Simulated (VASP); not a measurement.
Band structure of CsI (CsCl type). All values below come from SCAN meta-GGA, VASP's PBE PAW potentials (set 64) (plane waves; VASP).

Unless said otherwise, spin-orbit coupling is left out, though it shifts the bands of the heavy elements here.

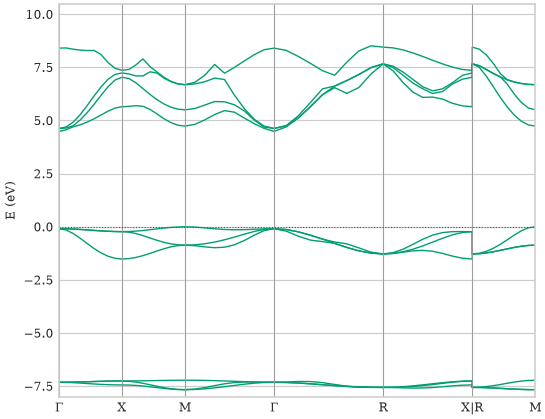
Figure. Bands along high-symmetry lines, zero at the valence-band maximum or, without a gap, the Fermi level

### Question
Read the plot: is there a gap, and where are the band edges?

### Answer
The gap is indirect, 4.49 eV, from the valence maximum at M to the conduction minimum at Γ.

Measured: gap 6.20 eV (computed value off by -1.71 eV), as given by Aguado et al., (1998), arXiv:cond-mat/9809176.

The compound is CsI in the CsCl type structure. It was relaxed first.
